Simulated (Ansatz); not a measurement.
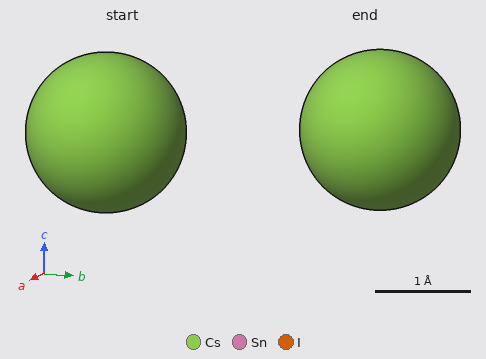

The structure of a defect cell of composition Cs8Sn8I23 (cell charge +1) before (left) and after (right) a relaxation, at one scale.

Style: ball-and-stick. Shown: the atoms within 4.2 Å of the atom that moves most (axes of the cell of the calculation (origin shifted)), slightly off an axis.

Level of theory: Ansatz 0.2.0, DFT, PBEsol, PAW, plane waves. Settings: plane-wave cutoff 420 eV; k-point mesh 1 × 1 × 1; mesh shifted by (0.25, 0.25, 0.25); no spin polarisation; atoms relaxed in a fixed cell; force threshold 0.03 eV/Å; at most 80 steps.

> Describe what moved and what it gained.

Over 4 geometry steps the energy falls by 0.313 eV per cell of the calculation. Largest force component: 0.45 eV/Å at the start, 0.029 eV/Å at the end. The largest moves, 0.36 Å, are those of Cs atoms. Largest moves by element: Cs 0.36 Å, I 0.14 Å, Sn 0.11 Å. The cell doesn't change.

Limits of the set-up: the cell is charged, on a uniform background, and energies carry no finite-size correction.
